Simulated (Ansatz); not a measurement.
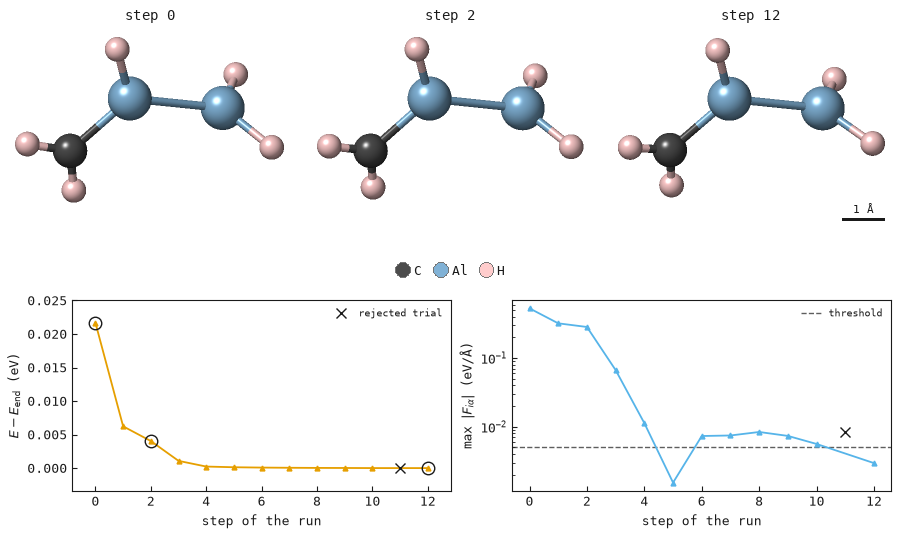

Frames of a relaxation of CH5Al2 (multiplicity 2), marked on the history of the run. The picture is a ball-and-stick view, seen at a tilt.

It is one of the separated reactants of a reaction.

Level of theory: UKS PBE0-D4/def2-TZVP (Ansatz 0.2.0). Settings: force threshold 0.005 eV/Å; at most 200 steps.

### What happens along the run?

Over 11 accepted moves (12 points after the start) the energy falls by 0.022 eV. Largest force component: 0.53 eV/Å at the start, 0.003 eV/Å at the end. The line search rejected the trial step at point 11 of the run. The forces were under the threshold at step 5, but the run went on from there. The atom that moves furthest after the best rigid fit is an H atom (0.21 Å). Largest moves by element: H 0.21 Å, C 0.03 Å, Al 0.01 Å. Some distances before and after: C–H 1.109 → 1.090 Å, Al–C 1.951 → 1.934 Å, Al–H 1.611 → 1.597 Å. From step 0 to 2: an H atom moves most (0.12 Å), energy −0.018 eV. From step 2 to 12: an H atom moves most (0.11 Å), energy −0.004 eV.
